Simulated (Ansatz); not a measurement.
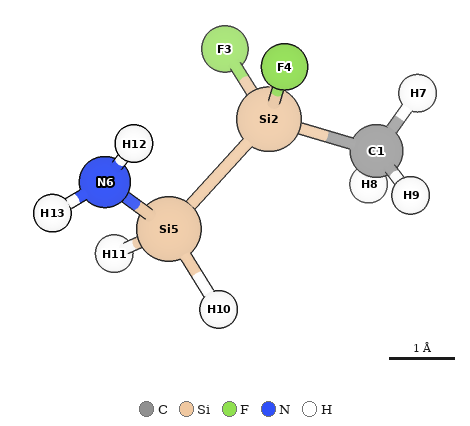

The input geometry (ball-and-stick view, seen at a tilt; atoms are numbered from 1 in the order of the input). Bond lengths as drawn: C–H 1.10 Å, C–Si 1.86 Å, F–Si 1.63 to 1.64 Å, H–N 1.02 Å, H–Si 1.49 to 1.50 Å, N–Si 1.73 Å and Si–Si 2.35 Å.

CH$_{7}$F$_{2}$NSi$_{2}$: nudged elastic band (part 1 of 2)

System: CH$_{7}$F$_{2}$NSi$_{2}$, SMILES C[Si](F)(F)[SiH2]N.
Method: RKS B3LYP-D4/def2-SVP (Ansatz 0.2.0).

It belongs to a series of runs on one base structure; here: band between the two ends. Figures and captions count atoms from 1; the log counts them from 0 in places.

Input file:
```yaml
crystal:
  periodic: [false, false, false]
  atoms:
    - { symbol: C, position_ang: [0.302189, -2.311081, 0.05057] }
    - { symbol: Si, position_ang: [-0.518775, -0.688751, -0.341762] }
    - { symbol: F, position_ang: [-2.122251, -0.860816, -0.112747] }
    - { symbol: F, position_ang: [-0.336219, -0.382855, -1.93859] }
    - { symbol: Si, position_ang: [0.250351, 1.250474, 0.735346] }
    - { symbol: "N", position_ang: [-0.172072, 2.520491, -0.36704] }
    - { symbol: H, position_ang: [-0.129353, -3.121771, -0.558968] }
    - { symbol: H, position_ang: [0.16451, -2.56968, 1.113133] }
    - { symbol: H, position_ang: [1.383938, -2.260898, -0.152816] }
    - { symbol: H, position_ang: [1.712195, 1.074057, 1.043928] }
    - { symbol: H, position_ang: [-0.426636, 1.46709, 2.047647] }
    - { symbol: H, position_ang: [-0.069766, 2.350938, -1.363321] }
    - { symbol: H, position_ang: [-0.017613, 3.498102, -0.14068] }
basis:
  gaussian: { orbitals: def2-SVP }
hamiltonian:
  xc: b3lyp
  dispersion: d4
neb:
  order_check: false
  images: 5
  f_tol: 0.05
  max_iterations: 60
  optimiser: fire
  climbing: immediate
  final_atoms:
    - { symbol: C, position_ang: [-0.27954889, -2.04455307, 0.35303872] }
    - { symbol: Si, position_ang: [0.22399569, -0.72213193, -0.8538142] }
    - { symbol: F, position_ang: [-1.04035955, -0.4378068, -1.8511082] }
    - { symbol: F, position_ang: [1.41997533, -1.29442654, -1.80106399] }
    - { symbol: Si, position_ang: [0.77469126, 1.35432672, 0.08215472] }
    - { symbol: "N", position_ang: [-0.76403272, 1.93915652, 0.65743031] }
    - { symbol: H, position_ang: [-0.65574595, -2.93651978, -0.1736947] }
    - { symbol: H, position_ang: [-1.07652449, -1.66364687, 1.01181615] }
    - { symbol: H, position_ang: [0.57268509, -2.34479066, 0.98359154] }
    - { symbol: H, position_ang: [1.50461879, 2.20648439, -0.91420326] }
    - { symbol: H, position_ang: [1.67693993, 1.19146827, 1.26064124] }
    - { symbol: H, position_ang: [-1.53631671, 1.96347915, -0.00413532] }
    - { symbol: H, position_ang: [-0.79987978, 2.75426061, 1.26404699] }
  initial_path:
    images:
      - { positions_ang: [[0.302189, -2.311081, 0.05057], [-0.518775, -0.688751, -0.341762], [-2.122251, -0.860816, -0.112747], [-0.336219, -0.382855, -1.93859], [0.250351, 1.250474, 0.735346], [-0.172072, 2.520491, -0.36704], [-0.129353, -3.121771, -0.558968], [0.16451, -2.56968, 1.113133], [1.383938, -2.260898, -0.152816], [1.712195, 1.074057, 1.043928], [-0.426636, 1.46709, 2.047647], [-0.069766, 2.350938, -1.363321], [-0.017613, 3.498102, -0.14068]] }
      - { positions_ang: [[0.1997776, -2.29256169, 0.16382669], [-0.42211541, -0.72605334, -0.50174648], [-2.01033951, -0.81133068, -0.50925911], [0.02805027, -0.61861212, -1.98904529], [0.32482425, 1.22352139, 0.56006171], [-0.33411949, 2.49979958, -0.12493412], [-0.1939089, -3.13092614, -0.40424742], [-0.09394555, -2.39801937, 1.16144522], [1.25396783, -2.27451301, 0.13777372], [1.68333116, 1.30605257, 0.52878497], [0.03542342, 1.27980087, 1.90781884], [-0.34869297, 2.49177801, -1.09671766], [-0.10175469, 3.4163639, 0.18093893]] }
      - { positions_ang: [[0.09736619, -2.27404237, 0.27708338], [-0.32545581, -0.76335567, -0.66173096], [-1.89842802, -0.76184535, -0.90577123], [0.39231954, -0.85436924, -2.03950058], [0.3992975, 1.19656879, 0.38477743], [-0.49616698, 2.47910817, 0.11717176], [-0.25846481, -3.14008127, -0.24952684], [-0.3524011, -2.22635874, 1.20975745], [1.12399766, -2.28812801, 0.42836343], [1.65446733, 1.53804814, 0.01364195], [0.49748283, 1.09251173, 1.76799068], [-0.62761995, 2.63261802, -0.83011432], [-0.18589639, 3.3346258, 0.50255785]] }
      - { positions_ang: [[-0.00504521, -2.25552306, 0.39034008], [-0.22879622, -0.80065801, -0.82171545], [-1.78651653, -0.71236003, -1.30228334], [0.75658882, -1.09012635, -2.08995587], [0.47377075, 1.16961618, 0.20949314], [-0.65821447, 2.45841675, 0.35927764], [-0.32302071, -3.14923641, -0.09480626], [-0.61085665, -2.05469811, 1.25806967], [0.99402749, -2.30174302, 0.71895315], [1.62560349, 1.77004371, -0.50150108], [0.95954225, 0.9052226, 1.62816251], [-0.90654692, 2.77345804, -0.56351098], [-0.27003808, 3.2528877, 0.82417678]] }
      - { positions_ang: [[-0.09654644, -2.18519973, 0.37790629], [-0.07786558, -0.77448265, -0.83241503], [-1.53779754, -0.62084229, -1.48522496], [0.97771766, -1.15822642, -1.99365858], [0.57407759, 1.23118636, 0.167047], [-0.69348722, 2.28533001, 0.45866186], [-0.43392912, -3.07833086, -0.1211024], [-0.76607926, -1.9243477, 1.17598517], [0.85358002, -2.31609223, 0.80716595], [1.58527526, 1.91552393, -0.63906847], [1.19867481, 1.00063782, 1.50565542], [-1.11647018, 2.50346507, -0.37705243], [-0.44665198, 3.08667867, 0.97080018]] }
      - { positions_ang: [[-0.18804767, -2.1148764, 0.36547251], [0.07306506, -0.74830729, -0.84311462], [-1.28907854, -0.52932454, -1.66816658], [1.19884649, -1.22632648, -1.89736129], [0.67438442, 1.29275654, 0.12460086], [-0.72875997, 2.11224327, 0.55804609], [-0.54483754, -3.00742532, -0.14739855], [-0.92130187, -1.79399728, 1.09390066], [0.71313255, -2.33044145, 0.89537874], [1.54494702, 2.06100416, -0.77663587], [1.43780737, 1.09605305, 1.38314833], [-1.32639345, 2.23347211, -0.19059388], [-0.62326588, 2.92046964, 1.11742359]] }
      - { positions_ang: [[-0.27954889, -2.04455307, 0.35303872], [0.22399569, -0.72213193, -0.8538142], [-1.04035955, -0.4378068, -1.8511082], [1.41997533, -1.29442654, -1.80106399], [0.77469126, 1.35432672, 0.08215472], [-0.76403272, 1.93915652, 0.65743031], [-0.65574595, -2.93651978, -0.1736947], [-1.07652449, -1.66364687, 1.01181615], [0.57268509, -2.34479066, 0.98359154], [1.50461879, 2.20648439, -0.91420326], [1.67693993, 1.19146827, 1.26064124], [-1.53631671, 1.96347915, -0.00413532], [-0.79987978, 2.75426061, 1.26404699]] }
```

Launch command:
```bash
ansatz run input.yaml --threads 2 --pin off --max-ram 3072MiB --backend cpu --events-out ev --progress --plain --runs-dir out
```

Output:
```
Engine: ansatz 0.2.0, aarch64-unknown-linux-gnu
Functional definition: B3LYP
  parameter a0 = 0.2
  parameter ax = 0.72
  parameter ac = 0.81
  exchange = (1 - a0 - ax)*slater_x + ax*b88_x + a0*exact_x
  correlation = (1 - ac)*vwn_rpa_c + ac*lyp_c
1322 factors; integrals over basis functions are off by at most 5.1e-4 eV
mean field evaluation 1: about -23812.2922 eV, gradient 7.8e1 eV
mean field evaluation 2: about -23796.7845 eV, gradient 1.1e2 eV
mean field evaluation 4: about -23824.1696 eV, gradient 5.3e0 eV
mean field evaluation 8: about -23824.2452 eV, gradient 2.4e-2 eV
mean field evaluation 16: about -23824.2452 eV, gradient 1.8e-5 eV
mean field -23824.24523381 eV, -875.5248636892 hartree, gradient 1.8e-5 eV, S^2 0.000000; 0 other end points of the search recorded, 0 dependent functions left out
the calculation of the forces begins
reference -23824.24551897 eV, -875.5248741686 hartree; 33, 33 occupied and 94, 94 virtual orbitals, 1322 factors
1322 factors; integrals over basis functions are off by at most 6.2e-4 eV
mean field -23824.25831375 eV, -875.5253443679 hartree, gradient 6.4e-5 eV, S^2 0.000000; 0 other end points of the search recorded, 0 dependent functions left out
[... from here on the field's lines of each further geometry are left out, up to the last ...]
NEB iter   1: max|band force component| = 4.168e0 eV/Å  barrier→ = 1.5263 eV  barrier← = 1.5419 eV  CI = image 2  Δτ_max = 0.0703 Å  (176 SCF iters)
NEB iter   2: max|band force component| = 1.967e0 eV/Å  barrier→ = 0.6631 eV  barrier← = 0.6787 eV  CI = image 2  Δτ_max = 0.0853 Å  (132 SCF iters)
NEB iter   3: max|band force component| = 3.402e0 eV/Å  barrier→ = 0.6052 eV  barrier← = 0.6208 eV  CI = image 2  Δτ_max = 0.0124 Å  (134 SCF iters)
NEB iter   4: max|band force component| = 2.895e0 eV/Å  barrier→ = 0.4876 eV  barrier← = 0.5032 eV  CI = image 2  Δτ_max = 0.0230 Å  (129 SCF iters)
NEB iter   5: max|band force component| = 1.970e0 eV/Å  barrier→ = 0.3371 eV  barrier← = 0.3527 eV  CI = image 2  Δτ_max = 0.0305 Å  (126 SCF iters)
NEB iter   6: max|band force component| = 7.728e-1 eV/Å  barrier→ = 0.2570 eV  barrier← = 0.2726 eV  CI = image 2  Δτ_max = 0.0033 Å  (125 SCF iters)
NEB iter   7: max|band force component| = 7.006e-1 eV/Å  barrier→ = 0.2475 eV  barrier← = 0.2631 eV  CI = image 2  Δτ_max = 0.0066 Å  (112 SCF iters)
NEB iter   8: max|band force component| = 6.244e-1 eV/Å  barrier→ = 0.2322 eV  barrier← = 0.2478 eV  CI = image 2  Δτ_max = 0.0098 Å  (116 SCF iters)
NEB iter   9: max|band force component| = 5.732e-1 eV/Å  barrier→ = 0.2158 eV  barrier← = 0.2314 eV  CI = image 2  Δτ_max = 0.0127 Å  (118 SCF iters)
NEB iter  10: max|band force component| = 4.278e-1 eV/Å  barrier→ = 0.2011 eV  barrier← = 0.2167 eV  CI = image 3  Δτ_max = 0.0139 Å  (118 SCF iters)
NEB iter  11: max|band force component| = 4.067e-1 eV/Å  barrier→ = 0.1898 eV  barrier← = 0.2054 eV  CI = image 3  Δτ_max = 0.0149 Å  (117 SCF iters)
NEB iter  12: max|band force component| = 3.876e-1 eV/Å  barrier→ = 0.1776 eV  barrier← = 0.1932 eV  CI = image 3  Δτ_max = 0.0174 Å  (118 SCF iters)
NEB iter  13: max|band force component| = 3.448e-1 eV/Å  barrier→ = 0.1645 eV  barrier← = 0.1801 eV  CI = image 3  Δτ_max = 0.0202 Å  (123 SCF iters)
NEB iter  14: max|band force component| = 3.058e-1 eV/Å  barrier→ = 0.1513 eV  barrier← = 0.1669 eV  CI = image 3  Δτ_max = 0.0236 Å  (125 SCF iters)
NEB iter  15: max|band force component| = 3.376e-1 eV/Å  barrier→ = 0.1379 eV  barrier← = 0.1535 eV  CI = image 3  Δτ_max = 0.0280 Å  (123 SCF iters)
NEB iter  16: max|band force component| = 3.737e-1 eV/Å  barrier→ = 0.1244 eV  barrier← = 0.1400 eV  CI = image 3  Δτ_max = 0.0321 Å  (122 SCF iters)
NEB iter  17: max|band force component| = 3.617e-1 eV/Å  barrier→ = 0.1108 eV  barrier← = 0.1264 eV  CI = image 3  Δτ_max = 0.0355 Å  (125 SCF iters)
NEB iter  18: max|band force component| = 3.046e-1 eV/Å  barrier→ = 0.0972 eV  barrier← = 0.1127 eV  CI = image 3  Δτ_max = 0.0377 Å  (125 SCF iters)
NEB iter  19: max|band force component| = 2.855e-1 eV/Å  barrier→ = 0.0845 eV  barrier← = 0.1001 eV  CI = image 3  Δτ_max = 0.0042 Å  (125 SCF iters)
NEB iter  20: max|band force component| = 2.211e-1 eV/Å  barrier→ = 0.0828 eV  barrier← = 0.0984 eV  CI = image 3  Δτ_max = 0.0076 Å  (114 SCF iters)
NEB iter  21: max|band force component| = 1.950e-1 eV/Å  barrier→ = 0.0802 eV  barrier← = 0.0958 eV  CI = image 3  Δτ_max = 0.0091 Å  (115 SCF iters)
NEB iter  22: max|band force component| = 1.066e-1 eV/Å  barrier→ = 0.0773 eV  barrier← = 0.0929 eV  CI = image 3  Δτ_max = 0.0088 Å  (115 SCF iters)
NEB iter  23: max|band force component| = 1.366e-1 eV/Å  barrier→ = 0.0749 eV  barrier← = 0.0905 eV  CI = image 3  Δτ_max = 0.0025 Å  (121 SCF iters)
NEB iter  24: max|band force component| = 8.100e-2 eV/Å  barrier→ = 0.0744 eV  barrier← = 0.0900 eV  CI = image 3  Δτ_max = 0.0033 Å  (108 SCF iters)
NEB iter  25: max|band force component| = 1.457e-1 eV/Å  barrier→ = 0.0736 eV  barrier← = 0.0892 eV  CI = image 3  Δτ_max = 0.0024 Å  (114 SCF iters)
NEB iter  26: max|band force component| = 6.697e-2 eV/Å  barrier→ = 0.0732 eV  barrier← = 0.0888 eV  CI = image 3  Δτ_max = 0.0011 Å  (107 SCF iters)
NEB iter  27: max|band force component| = 6.477e-2 eV/Å  barrier→ = 0.0728 eV  barrier← = 0.0884 eV  CI = image 3  Δτ_max = 0.0022 Å  (95 SCF iters)
NEB iter  28: max|band force component| = 6.442e-2 eV/Å  barrier→ = 0.0721 eV  barrier← = 0.0877 eV  CI = image 3  Δτ_max = 0.0033 Å  (96 SCF iters)
NEB iter  29: max|band force component| = 6.055e-2 eV/Å  barrier→ = 0.0710 eV  barrier← = 0.0866 eV  CI = image 3  Δτ_max = 0.0043 Å  (105 SCF iters)
NEB iter  30: max|band force component| = 5.580e-2 eV/Å  barrier→ = 0.0697 eV  barrier← = 0.0853 eV  CI = image 3  Δτ_max = 0.0051 Å  (108 SCF iters)
NEB iter  31: max|band force component| = 5.317e-2 eV/Å  barrier→ = 0.0682 eV  barrier← = 0.0838 eV  CI = image 3  Δτ_max = 0.0059 Å  (113 SCF iters)
NEB iter  32: max|band force component| = 5.073e-2 eV/Å  barrier→ = 0.0665 eV  barrier← = 0.0821 eV  CI = image 3  Δτ_max = 0.0073 Å  (112 SCF iters)
the calculation of the forces begins
reference -23824.24676919 eV, -875.5249201132 hartree; 33, 33 occupied and 94, 94 virtual orbitals, 1322 factors
1322 factors; integrals over basis functions are off by at most 6.1e-4 eV
mean field evaluation 1056: about -23823.7535 eV, gradient 1.3e1 eV
mean field -23824.18808027 eV, -875.5227633352 hartree, gradient 2.1e-5 eV, S^2 0.000000; 1 other end points of the search recorded, 0 dependent functions left out
the calculation of the forces begins
reference -23824.18836347 eV, -875.5227737427 hartree; 33, 33 occupied and 94, 94 virtual orbitals, 1322 factors
NEB iter  33: max|band force component| = 4.466e-2 eV/Å  barrier→ = 0.0646 eV  barrier← = 0.0802 eV  CI = image 3  Δτ_max = 0.0000 Å  (243 SCF iters)
```
